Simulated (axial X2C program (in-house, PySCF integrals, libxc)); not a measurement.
# SnH⁺: from the state search to constants

Aim: find the lowest determinant of SnH⁺, scan the bond at several levels and fit the constants, once spin-free and once with spin–orbit coupling.

Program: an in-house X2C program for linear molecules on PySCF integrals. Level of theory: all-electron X2C, Sn dyall-cv3z, H dyall-v3z. These are calculated values, not measurements.

### 1 The job

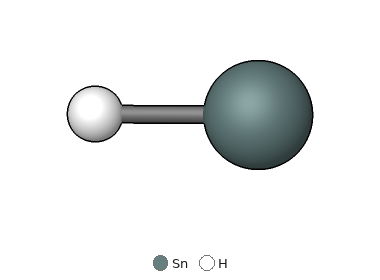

The two atoms at 1.720 Å (tin teal, hydrogen white).

Contents of task.json:

```json
{
 "zs": [
  50,
  1
 ],
 "q": 1,
 "bas": [
  "dyall-cv3z",
  "dyall-v3z"
 ],
 "levels": [
  "PBE0",
  "HF",
  "BP86"
 ],
 "cc": true,
 "r0": 1.72,
 "thr": -2.0,
 "nmax": 90,
 "npts": 10,
 "nst": 2,
 "ntry": 6
}
```

Keys: zs atomic numbers; q charge; bas basis sets; levels methods (HF also brings MP2); cc coupled cluster on or off; r0 starting distance in Å; thr threshold in hartree for freezing inner shells (an s shell follows its p shell); nmax most natural virtual spinors; npts points asked for on the curve; nst determinants followed; ntry starts of the search.

Command:

```
python so2c.py task.json out
```

Spin-free means the one-electron spin-free X2C Hamiltonian; two-component (2c) means X2C with spin–orbit coupling and atomic mean-field two-electron Coulomb and Gaunt terms. Basis: Sn dyall-cv3z contracted to [11s12p9d4f1g], H dyall-v3z contracted to [6s2p1d]; Gaussian nuclei, density fitting. Masses: Sn 119.902 u, H 1.008 u.

Notation: σ, π±, δ± give the projection m of an orbital's angular momentum (0, ±1, ±2), α and β its spin, Λ and M_S the sums; ω is the projection of a spinor's total angular momentum and Ω the sum. Logs are in hartree.

The results follow Hamiltonian by Hamiltonian and level by level.

### 2 Which state to follow

Determinants are compared with PBE0 at 1.720 Å.

Spin-free determinants:

| ΔE (eV) | state | open shells |
| --- | --- | --- |
| 0.00 | M_S = 0, Λ = 0 | closed shell |
| 2.27 | M_S = 1, Λ = 1 | beyond closed shells: σα, π+α |
| 2.59 | M_S = 0, Λ = 1 | beyond closed shells: σα, π+β |
| 6.36 | M_S = 1, Λ = 0 | beyond closed shells: π+α, π-α |
| 7.40 | M_S = 0, Λ = 2 | beyond closed shells: π+α, π+β |
| 7.40 | M_S = 0, Λ = 0 | beyond closed shells: π+β, π-α |

Two-component determinants:

```json
{"ΔE (eV)": "0.00", "state": "Ω = 0", "open shells": "closed shell"}
{"ΔE (eV)": "2.44", "state": "Ω = 1", "open shells": "excess of +ω over −ω: 2 × ω = 1/2"}
{"ΔE (eV)": "2.48", "state": "Ω = 2", "open shells": "excess of +ω over −ω: ω = 1/2, ω = 3/2"}
{"ΔE (eV)": "2.79", "state": "Ω = 1", "open shells": "excess of +ω over −ω: ω = -1/2, ω = 3/2"}
```

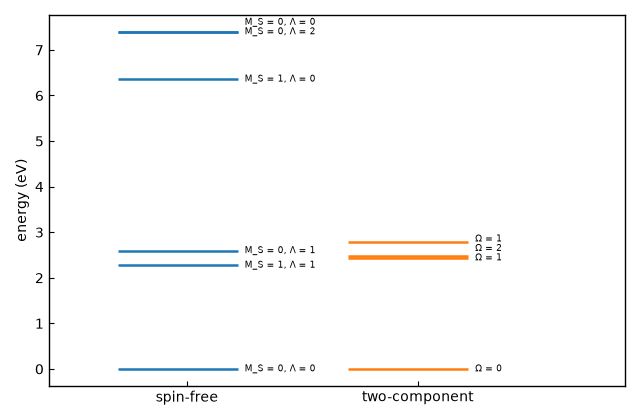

The determinants found, each set from its own lowest.

### 3 PBE0, spin-free

State followed: M_S = 0, Λ = 0 (closed shell). The scan is laid around 1.762 Å, a first estimate of the minimum, and this SCF restarts from the orbitals of the search.

Output at 1.762 Å:

```text
spin-free X2C-1e  PBE0
basis functions 146  fitting functions 745  grid points 5073
iter        total energy     max residual
   1      -6176.191525248     1.38e+00
   2      -6176.545852344     6.57e-03
   3      -6176.546102228     6.01e-03
   4      -6176.546473942     3.90e-04
   5      -6176.546475301     1.85e-04
   6      -6176.546475577     3.04e-05
   7      -6176.546475589     5.10e-06
   8      -6176.546475589     2.23e-06
converged
one-electron -8507.27762000  Coulomb 2482.20734751  exact exchange -41.01890648  xc functional -125.47367605  nuclear repulsion 15.01637942
```

Along the bond, energies from the lowest point:

| R (Å) | E (eV) | μ (D) | HOMO (eV) | LUMO (eV) | iterations |
| --- | --- | --- | --- | --- | --- |
| 1.533 | 0.4386 | 0.56 | -14.04 | -9.41 | 9 |
| 1.603 | 0.1899 | 0.40 | -14.02 | -9.40 | 8 |
| 1.656 | 0.0783 | 0.28 | -13.99 | -9.40 | 8 |
| 1.709 | 0.0181 | 0.17 | -13.95 | -9.40 | 8 |
| 1.762 | 0.0000 | 0.06 | -13.89 | -9.40 | 8 |
| 1.824 | 0.0219 | -0.06 | -13.82 | -9.41 | 8 |
| 1.885 | 0.0806 | -0.18 | -13.73 | -9.42 | 8 |
| 1.965 | 0.1975 | -0.32 | -13.61 | -9.43 | 8 |
| 2.062 | 0.3858 | -0.47 | -13.44 | -9.44 | 8 |
| 2.203 | 0.7151 | -0.66 | -13.17 | -9.47 | 9 |

Dipoles are positive if H is the positive end and refer to the centre of mass.

Outer orbitals at the reference distance:

| symmetry | occupied | ε (eV) | atomic character |
| --- | --- | --- | --- |
| σα | yes | -19.69 | 70% Sn s, 24% H s, 4% H p |
| σα | yes | -13.89 | 50% Sn p, 31% H s, 15% Sn s |
| π+α | no | -9.40 | 97% Sn p, 2% H p |
| π-α | no | -9.40 | 97% Sn p, 2% H p |
| σα | no | -4.96 | 31% Sn d, 30% Sn p, 19% H s |
| σα | no | -3.03 | 62% Sn s, 22% H s, 12% Sn d |

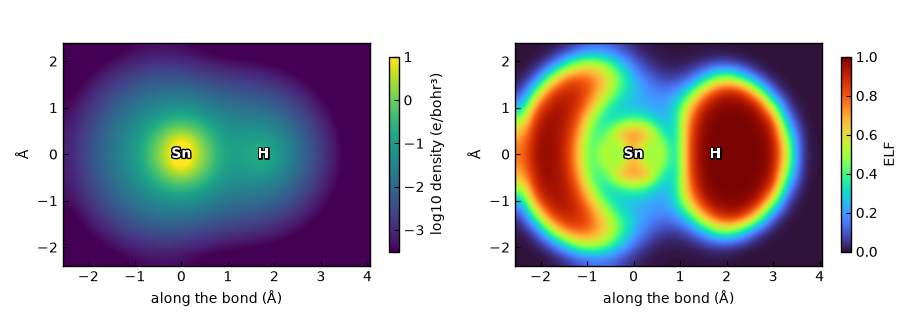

PBE0 fields in a plane through the axis, from a grid of 0.3 Å; Sn lies at z = 0 and H at z = 1.762 Å; the ELF is damped to zero where the density is low.

Re = 1.762 Å, ωe = 1828 cm⁻¹, ωexe = 23.3 cm⁻¹, Be = 5.435 cm⁻¹, De = 2.70 eV, μ = 0.06 D.

### 4 HF, spin-free

Output at 1.762 Å:

```text
spin-free X2C-1e  HF
basis functions 146  fitting functions 745  grid points 5073
iter        total energy     max residual
   1      -6174.129518982     2.43e-01
   2      -6174.148698302     5.47e-03
   3      -6174.149239421     1.74e-03
   4      -6174.149283849     6.32e-04
   5      -6174.149289971     1.11e-04
   6      -6174.149290561     2.41e-05
   7      -6174.149290578     7.24e-06
   8      -6174.149290579     1.70e-06
converged
one-electron -8506.53187300  Coulomb 2481.51259578  exact exchange -164.14639278  xc functional 0.00000000  nuclear repulsion 15.01637942
```

Re = 1.745 Å, ωe = 1936 cm⁻¹, ωexe = 22 cm⁻¹, Be = 5.536 cm⁻¹, De = 1.86 eV, μ = 0.19 D.

### 5 BP86, spin-free

Output at 1.762 Å:

```text
spin-free X2C-1e  BP86
basis functions 146  fitting functions 745  grid points 5073
iter        total energy     max residual
   1      -6177.606927650     1.03e-01
   2      -6177.610228079     3.85e-03
   3      -6177.610226563     2.01e-03
   4      -6177.610259106     5.51e-04
   5      -6177.610261509     8.36e-05
   6      -6177.610261568     5.55e-05
   7      -6177.610261619     5.45e-06
   8      -6177.610261620     4.93e-07
converged
one-electron -8507.25992625  Coulomb 2482.17854130  exact exchange 0.00000000  xc functional -167.54525610  nuclear repulsion 15.01637942
```

Re = 1.779 Å, ωe = 1754 cm⁻¹, ωexe = 24.1 cm⁻¹, Be = 5.329 cm⁻¹, De = 2.89 eV, μ = -0.02 D.

### 6 MP2 and beyond, spin-free

Correlated methods: 14 electrons correlated (frozen shells, counted by type: Sn 4 s, 3 p, 1 d; H none), 192 virtual spinors in MP2, 90 natural virtuals in coupled cluster.

Output of the correlated part at 1.762 Å:

```text
correlated 14  virtual 192  natural virtual 90  E(MP2) -0.521888044  MP2 remainder -0.021519705
iter   CCSD correlation   residual
   1     -0.464400795   1.12e-01
   2     -0.475838073   3.86e-02
   3     -0.476490333   1.38e-02
   4     -0.476492575   2.63e-03
   5     -0.476516684   5.20e-04
   6     -0.476515093   1.69e-04
   7     -0.476515186   4.24e-05
   8     -0.476515574   1.15e-05
   9     -0.476515381   2.94e-06
  10     -0.476515426   6.59e-07
  11     -0.476515417   1.75e-07
(T) -0.012971457  T1 0.0168  D1 0.0416  max T2 0.101
```

T1 in the output is the amplitude norm over the root of the electron number; divide by √2 for the Lee–Taylor value.

MP2: Re = 1.739 Å, ωe = 1898 cm⁻¹, Be = 5.579 cm⁻¹, De = 2.56 eV.

CCSD: Re = 1.750 Å, ωe = 1845 cm⁻¹, ωexe = 27 cm⁻¹, Be = 5.505 cm⁻¹, De = 2.79 eV. T1 at Re = 0.012 (Lee–Taylor, the printed value over √2).

CCSD(T): Re = 1.753 Å, ωe = 1827 cm⁻¹, ωexe = 28.1 cm⁻¹, Be = 5.487 cm⁻¹, De = 2.81 eV. T1 at Re = 0.012 (Lee–Taylor, the printed value over √2).

### 7 A higher determinant, spin-free

State: M_S = 1, Λ = 1 (beyond closed shells: σα, π+α).

Output at the reference distance:

```text
spin-free X2C-1e  PBE0
basis functions 146  fitting functions 745  grid points 5073
iter        total energy     max residual
   1      -6176.137920284     1.51e+00
   2      -6176.463045389     5.75e-03
   3      -6176.463315518     6.51e-03
   4      -6176.463694050     5.42e-04
   5      -6176.463701385     2.70e-04
   6      -6176.463703482     1.60e-04
   7      -6176.463704059     8.92e-05
   8      -6176.463704242     1.39e-05
   9      -6176.463704247     2.32e-06
  10      -6176.463704247     6.15e-07
converged
one-electron -8507.15297265  Coulomb 2482.14198182  exact exchange -41.01740748  xc functional -125.45168537  nuclear repulsion 15.01637942
```

| R (Å) | E above the lowest PBE0 point (eV) |
| --- | --- |
| 1.533 | 2.706 |
| 1.603 | 2.479 |
| 1.656 | 2.368 |
| 1.709 | 2.296 |
| 1.762 | 2.252 |
| 1.824 | 2.228 |
| 1.885 | 2.222 |
| 1.965 | 2.232 |
| 2.062 | 2.258 |

Re = 1.877 Å, ωe = 961 cm⁻¹, ωexe = 123 cm⁻¹, Be = 4.788 cm⁻¹, μ = 0.86 D. Te = 2.22 eV.

### 8 The spin-free curves together

Energy (eV) of the followed determinant, spin-free, from each level's lowest point:

| R (Å) | PBE0 | HF | MP2 | CCSD | CCSD(T) | BP86 |
| --- | --- | --- | --- | --- | --- | --- |
| 1.533 | 0.439 | 0.411 | 0.369 | n/a | n/a | 0.479 |
| 1.603 | 0.190 | 0.166 | 0.142 | 0.165 | 0.170 | 0.220 |
| 1.656 | 0.078 | 0.060 | 0.047 | 0.062 | 0.066 | 0.099 |
| 1.709 | 0.018 | 0.008 | 0.003 | 0.011 | 0.012 | 0.029 |
| 1.762 | 0.000 | 0.000 | 0.000 | 0.000 | 0.000 | 0.000 |
| 1.824 | 0.022 | 0.036 | 0.039 | 0.030 | 0.027 | 0.009 |
| 1.885 | 0.081 | 0.112 | 0.115 | 0.095 | 0.089 | 0.054 |
| 1.965 | 0.197 | 0.253 | 0.252 | 0.217 | 0.207 | 0.153 |
| 2.062 | 0.386 | 0.474 | 0.463 | n/a | n/a | 0.318 |
| 2.203 | 0.715 | 0.856 | 0.821 | n/a | n/a | 0.612 |

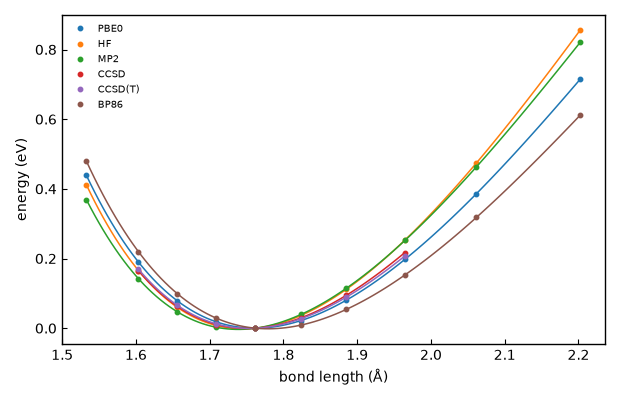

Curves of the followed state, spin-free, each from its own lowest point.

### 9 PBE0, 2c

State followed: Ω = 0 (closed shell). The scan is laid around 1.762 Å, a first estimate of the minimum, and this SCF restarts from the orbitals of the search.

Output at 1.762 Å:

```text
two-component X2C + atomic mean field  PBE0
basis functions 146  fitting functions 745  grid points 5073
iter        total energy     max residual
   1      -6173.593291648     1.38e+00
   2      -6173.947604214     6.57e-03
   3      -6173.947853896     6.09e-03
   4      -6173.948230116     3.94e-04
   5      -6173.948231561     1.86e-04
   6      -6173.948231851     3.14e-05
   7      -6173.948231864     5.81e-06
   8      -6173.948231866     2.38e-06
converged
one-electron -8499.86473668  Coulomb 2480.81388041  exact exchange -40.99379292  xc functional -125.40073991  nuclear repulsion 15.01637942  atomic mean-field constant -3.51922218
```

Along the bond, energies from the lowest point:

| R (Å) | E (eV) | μ (D) | HOMO (eV) | LUMO (eV) | iterations |
| --- | --- | --- | --- | --- | --- |
| 1.533 | 0.4357 | 0.57 | -14.06 | -9.56 | 9 |
| 1.603 | 0.1884 | 0.42 | -14.04 | -9.55 | 8 |
| 1.656 | 0.0775 | 0.31 | -14.01 | -9.55 | 8 |
| 1.709 | 0.0179 | 0.19 | -13.96 | -9.55 | 8 |
| 1.762 | 0.0000 | 0.09 | -13.91 | -9.56 | 8 |
| 1.824 | 0.0220 | -0.03 | -13.84 | -9.56 | 9 |
| 1.885 | 0.0806 | -0.14 | -13.75 | -9.57 | 8 |
| 1.965 | 0.1970 | -0.28 | -13.63 | -9.58 | 8 |
| 2.062 | 0.3843 | -0.43 | -13.46 | -9.60 | 9 |
| 2.203 | 0.7112 | -0.61 | -13.21 | -9.63 | 9 |

Dipoles are positive if H is the positive end and refer to the centre of mass.

Outer spinors at the reference distance:

```csv
ω,occupied,ε (eV),atomic character,λ mixture
1/2,yes,-19.69,"70% Sn s, 25% H s, 4% H p",100% σ
1/2,yes,-13.91,"50% Sn p, 31% H s, 15% Sn s","99% σ, 1% π"
1/2,no,-9.56,"97% Sn p, 2% H p","99% π, 1% σ"
3/2,no,-9.22,"97% Sn p, 2% H p",100% π
1/2,no,-4.96,"31% Sn d, 31% Sn p, 19% H s",100% σ
1/2,no,-3.02,"62% Sn s, 22% H s, 12% Sn d",100% σ
```

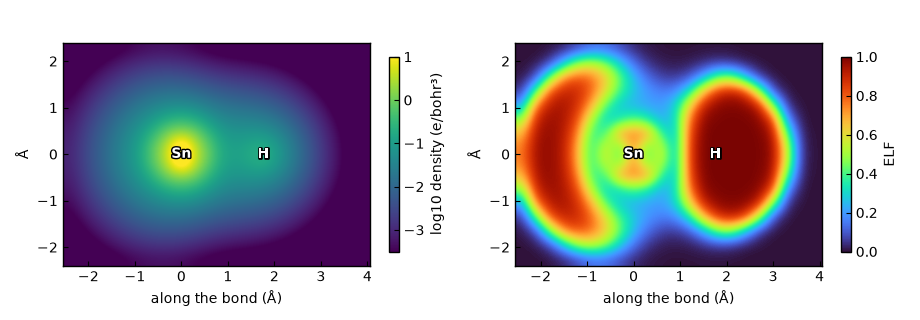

PBE0 fields in a plane through the axis, from a grid of 0.3 Å; Sn lies at z = 0 and H at z = 1.762 Å; the ELF is damped to zero where the density is low.

Re = 1.761 Å, ωe = 1825 cm⁻¹, ωexe = 23.6 cm⁻¹, Be = 5.437 cm⁻¹, De = 2.47 eV, μ = 0.09 D.

### 10 HF, 2c

The SCF at the reference distance of 1.762 Å:

```text
two-component X2C + atomic mean field  HF
basis functions 146  fitting functions 745  grid points 5073
iter        total energy     max residual
   1      -6171.528870727     2.45e-01
   2      -6171.548063091     5.50e-03
   3      -6171.548613916     1.75e-03
   4      -6171.548662325     6.40e-04
   5      -6171.548670085     1.48e-04
   6      -6171.548671864     9.14e-05
   7      -6171.548672360     5.93e-05
   8      -6171.548672720     2.38e-05
   9      -6171.548672786     7.92e-06
  10      -6171.548672792     1.25e-06
  11      -6171.548672792     3.36e-07
converged
one-electron -8499.10981793  Coulomb 2480.10987595  exact exchange -164.04588805  xc functional 0.00000000  nuclear repulsion 15.01637942  atomic mean-field constant -3.51922218
```

Re = 1.745 Å, ωe = 1935 cm⁻¹, ωexe = 22.1 cm⁻¹, Be = 5.54 cm⁻¹, De = 1.53 eV, μ = 0.22 D.

### 11 BP86, 2c

Output at 1.762 Å:

```text
two-component X2C + atomic mean field  BP86
basis functions 146  fitting functions 745  grid points 5073
iter        total energy     max residual
   1      -6175.009162814     1.05e-01
   2      -6175.012470862     3.86e-03
   3      -6175.012470449     1.98e-03
   4      -6175.012501190     5.65e-04
   5      -6175.012503562     9.36e-05
   6      -6175.012503645     5.93e-05
   7      -6175.012503702     5.54e-06
   8      -6175.012503703     4.37e-07
converged
one-electron -8499.85173960  Coulomb 2480.78982836  exact exchange 0.00000000  xc functional -167.44774970  nuclear repulsion 15.01637942  atomic mean-field constant -3.51922218
```

Re = 1.779 Å, ωe = 1748 cm⁻¹, ωexe = 24.6 cm⁻¹, Be = 5.328 cm⁻¹, De = 2.66 eV, μ = 0.01 D.

### 12 Correlated methods, 2c

Correlated methods: 14 electrons correlated (frozen shells, counted by type: Sn 4 s, 3 p, 1 d; H none), 192 virtual spinors in MP2, 90 natural virtuals in coupled cluster.

Output of the correlated part at 1.762 Å:

```text
correlated 14  virtual 192  natural virtual 90  E(MP2) -0.521870650  MP2 remainder -0.021490738
iter   CCSD correlation   residual
   1     -0.464393083   1.12e-01
   2     -0.475831380   3.88e-02
   3     -0.476484319   1.40e-02
   4     -0.476487489   2.81e-03
   5     -0.476513135   7.26e-04
   6     -0.476510779   3.52e-04
   7     -0.476511071   1.63e-04
   8     -0.476511876   7.72e-05
   9     -0.476511122   3.10e-05
  10     -0.476511215   1.15e-05
  11     -0.476511272   3.45e-06
  12     -0.476511319   1.23e-06
  13     -0.476511329   3.72e-07
(T) -0.012977376  T1 0.0168  D1 0.0415  max T2 0.099
```

MP2: Re = 1.738 Å, ωe = 1895 cm⁻¹, Be = 5.581 cm⁻¹, De = 2.28 eV.

CCSD: Re = 1.750 Å, ωe = 1842 cm⁻¹, ωexe = 27.3 cm⁻¹, Be = 5.506 cm⁻¹, De = 2.48 eV. T1 at Re = 0.012 (Lee–Taylor, the printed value over √2).

CCSD(T): Re = 1.753 Å, ωe = 1822 cm⁻¹, ωexe = 28.4 cm⁻¹, Be = 5.487 cm⁻¹, De = 2.50 eV. T1 at Re = 0.012 (Lee–Taylor, the printed value over √2).

### 13 A higher determinant, 2c

State: Ω = 1 (excess of +ω over −ω: 2 × ω = 1/2).

Output at the reference distance:

```text
two-component X2C + atomic mean field  PBE0
basis functions 146  fitting functions 745  grid points 5073
iter        total energy     max residual
   1      -6173.529296594     1.60e+00
   2      -6173.859595988     6.16e-03
   3      -6173.859877221     6.41e-03
   4      -6173.860249074     5.22e-04
   5      -6173.860255558     2.56e-04
   6      -6173.860257182     9.67e-05
   7      -6173.860257574     1.43e-05
   8      -6173.860257582     3.05e-06
   9      -6173.860257582     1.92e-06
converged
one-electron -8499.88272533  Coulomb 2480.89138704  exact exchange -40.98970129  xc functional -125.37637523  nuclear repulsion 15.01637942  atomic mean-field constant -3.51922218
```

| R (Å) | E above the lowest PBE0 point (eV) |
| --- | --- |
| 1.533 | 2.946 |
| 1.603 | 2.692 |
| 1.656 | 2.559 |
| 1.709 | 2.463 |
| 1.762 | 2.394 |
| 1.824 | 2.339 |
| 1.885 | 2.304 |
| 1.965 | 2.277 |
| 2.062 | 2.262 |

No constants are quoted: the lowest point is the long end of the scan.

### 14 The 2c curves together

Energy (eV) of the followed determinant, 2c, from each level's lowest point:

| R (Å) | PBE0 | HF | MP2 | CCSD | CCSD(T) | BP86 |
| --- | --- | --- | --- | --- | --- | --- |
| 1.533 | 0.436 | 0.408 | 0.366 | n/a | n/a | 0.477 |
| 1.603 | 0.188 | 0.164 | 0.141 | 0.164 | 0.169 | 0.219 |
| 1.656 | 0.077 | 0.059 | 0.046 | 0.062 | 0.065 | 0.098 |
| 1.709 | 0.018 | 0.007 | 0.002 | 0.010 | 0.012 | 0.029 |
| 1.762 | 0.000 | 0.000 | 0.000 | 0.000 | 0.000 | 0.000 |
| 1.824 | 0.022 | 0.037 | 0.039 | 0.030 | 0.027 | 0.009 |
| 1.885 | 0.081 | 0.112 | 0.115 | 0.094 | 0.089 | 0.053 |
| 1.965 | 0.197 | 0.254 | 0.252 | 0.216 | 0.206 | 0.151 |
| 2.062 | 0.384 | 0.475 | 0.462 | n/a | n/a | 0.315 |
| 2.203 | 0.711 | 0.856 | 0.818 | n/a | n/a | 0.605 |

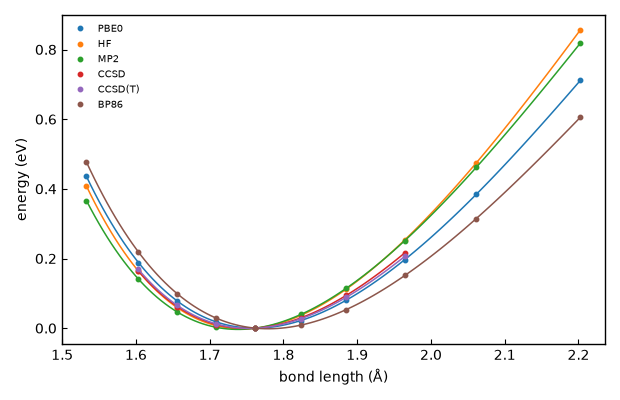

Curves of the followed state, 2c, each from its own lowest point.

The whole job took 2.7 min on 1 thread of AMD EPYC 7B13 (Zen 3), shared host.

### 15 What came out

Lowest determinant that the search found at its distance, spin-free: M_S = 0, Λ = 0 (closed shell).

Lowest determinant that the search found at its distance, 2c: Ω = 0 (closed shell).

| Hamiltonian | level | Re (Å) | ωe (cm⁻¹) | De (eV) | μ (D) |
| --- | --- | --- | --- | --- | --- |
| spin-free | PBE0 | 1.762 | 1828 | 2.70 | 0.06 |
| spin-free | HF | 1.745 | 1936 | 1.86 | 0.19 |
| spin-free | MP2 | 1.739 | 1898 | 2.56 | n/a |
| spin-free | CCSD | 1.750 | 1845 | 2.79 | n/a |
| spin-free | CCSD(T) | 1.753 | 1827 | 2.81 | n/a |
| spin-free | BP86 | 1.779 | 1754 | 2.89 | -0.02 |
| 2c | PBE0 | 1.761 | 1825 | 2.47 | 0.09 |
| 2c | HF | 1.745 | 1935 | 1.53 | 0.22 |
| 2c | MP2 | 1.738 | 1895 | 2.28 | n/a |
| 2c | CCSD | 1.750 | 1842 | 2.48 | n/a |
| 2c | CCSD(T) | 1.753 | 1822 | 2.50 | n/a |
| 2c | BP86 | 1.779 | 1748 | 2.66 | 0.01 |

Dipoles are positive if H is the positive end and refer to the centre of mass.

Time per point (s) on 1 thread of AMD EPYC 7B13 (Zen 3), shared host (2c runs; CCSD comes with the CCSD(T) run); the times are rough: PBE0 0.2, HF 0.12, MP2 0.25, CCSD(T) 6.1, BP86 0.15.

In words: At CCSD(T), going from spin-free to two-component changes Re by 0 mÅ, ωe by -0.2 %, which is small (part of it comes from the scalar share of the two-electron terms). De moves by -0.31 eV; both De rest on single-determinant atoms, which can miss part of an open shell's spin–orbit lowering.

De refers to Sn+ + H, each in the lowest determinant found, which need not be this curve's own limit. The state is a single determinant with fixed occupations, the lowest that a limited PBE0 search found. The closed shell is kept restricted; where the fragments are open shells, the energy then runs too high at long range. De is counted from the lowest determinant-based energies of the atoms at the same level, without counterpoise correction. Coupled cluster ran in a truncated set of natural virtual spinors; the MP2 energy of the rest was added.
